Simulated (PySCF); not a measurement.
```xyz
14

C    -0.1102   -2.0648    0.0031
C     0.1441   -0.8259   -0.2375
Si    1.8920   -0.0604    0.1408
C    -0.8756    0.1593   -0.7529
C    -1.4473    0.9717    0.3958
F    -0.4863    1.7306    0.9851
F    -2.3851    1.8460   -0.0486
H     0.4437   -2.9024    0.3618
H     2.8786   -1.0694   -0.2423
H     2.0335    1.1446   -0.6735
H     1.9503    0.2298    1.5695
H    -0.4246    0.8497   -1.4680
H    -1.7054   -0.3608   -1.2345
H    -1.9085    0.3515    1.1791
```

Geometry: GFN2-xTB.

These are results of UKS B3LYP, pcH-1 on C F H Si, non-relativistic, mean-field spin-orbit, GIAO in PySCF, not measurements.

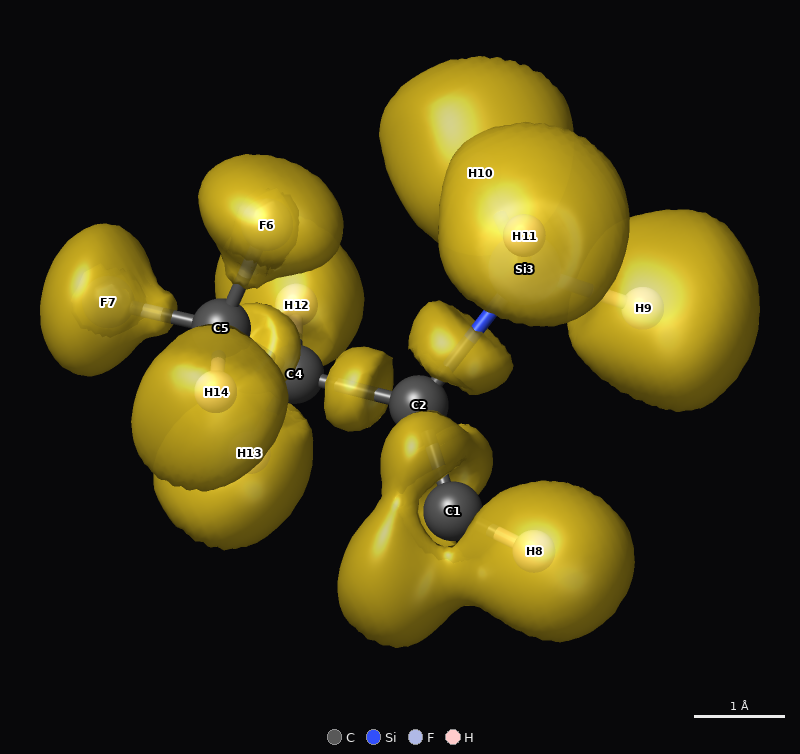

C$_{4}$H$_{7}$F$_{2}$Si (doublet). Isosurface of the ELF at 0.75 (yellow), seen across its widest extent. Core shells and regions of very low density are left out.

Question: What do the ELF domains correspond to?

Answer: At this value the surface marks out two regions between bonded C–C atoms (shared pairs), one region between bonded C–Si atoms (shared pairs), six regions around hydrogen nuclei, two regions on F in which the atom's valence shell and bonds are merged and one joined region spread over several atoms (C, H), in which their bonds and any lone pairs are merged.

Values along the shortest contacts:
C–C (1.29 Å): the ELF peaks at about 0.90 between the atoms (a multiple bond). C–F (1.36 Å): the ELF peaks at about 0.85 between the atoms, as expected for a polar covalent bond.
